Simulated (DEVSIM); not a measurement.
Structure: abrupt Si p-n junction, at 300 K.

```
layer (left to right)  material  thickness (μm)  Nd (cm⁻³)  Na (cm⁻³)   τn (s)   τp (s)
---------------------  --------  --------------  ---------  ---------  -------  -------
1                            Si           0.550          -     2.4e16  0.00011  0.00011
2                            Si           0.550     1.2e17          -  0.00011  0.00011
```

Left contact: ohmic. Right contact: ohmic. Voltage is applied to the left contact. Recombination: SRH at mid-gap, Auger. Mobility is constant in doping.

The device is made up for the run: typed textbook-type constants, with dimensions and the other settings drawn at random. Values at 300 K.

```
parameter           Si
-------------  -------
gap (eV)         1.124
affinity (eV)     4.05
permittivity      11.7
Nc (cm⁻³)      2.86e19
Nv (cm⁻³)       3.1e19
μn (cm²/Vs)       1417
μp (cm²/Vs)        470
Cn (cm⁶/s)     2.8e-31
Cp (cm⁶/s)     9.9e-32
```

DEVSIM, 1D drift-diffusion, Boltzmann statistics, complete ionisation; no tunnelling, impact ionisation, image-force lowering or self-heating.

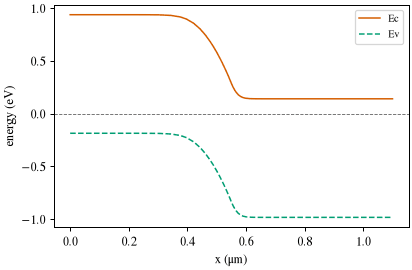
*Band edges at zero bias*

Energies count from the Fermi level of the right contact; mesh points crowd at the junctions.

```csv
x (μm),Ec (eV),Ev (eV),n (cm⁻³),p (cm⁻³),field (V/cm)
0.000,0.939,-0.185,4800,2.4e16,≈ 0
0.01334,0.939,-0.185,4800,2.4e16,≈ 0
0.03568,0.939,-0.185,4800,2.4e16,≈ 0
0.06705,0.939,-0.185,4800,2.4e16,≈ 0
0.1430,0.939,-0.185,4800,2.4e16,≈ 0
0.2286,0.939,-0.185,4900,2.4e16,-36
0.3441,0.932,-0.192,6300,1.8e16,-2500
0.4434,0.804,-0.320,890000,1.3e14,-28000
0.4880,0.640,-0.484,5.0e8,2.3e11,-45000
0.5198,0.478,-0.646,2.6e11,4.4e8,-57000
0.5388,0.364,-0.760,2.2e13,5200000,-64000
0.5566,0.249,-0.875,1.8e15,63000,-55000
0.5733,0.182,-0.942,2.5e16,4600,-27000
0.6012,0.146,-0.978,1.0e17,1200,-3900
0.6591,0.142,-0.982,1.2e17,970,-32
0.7276,0.142,-0.982,1.2e17,970,≈ 0
0.8360,0.142,-0.982,1.2e17,970,≈ 0
0.9335,0.142,-0.982,1.2e17,970,≈ 0
1.020,0.142,-0.982,1.2e17,970,≈ 0
1.056,0.142,-0.982,1.2e17,970,≈ 0
1.081,0.142,-0.982,1.2e17,970,≈ 0
1.100,0.142,-0.982,1.2e17,970,≈ 0
```
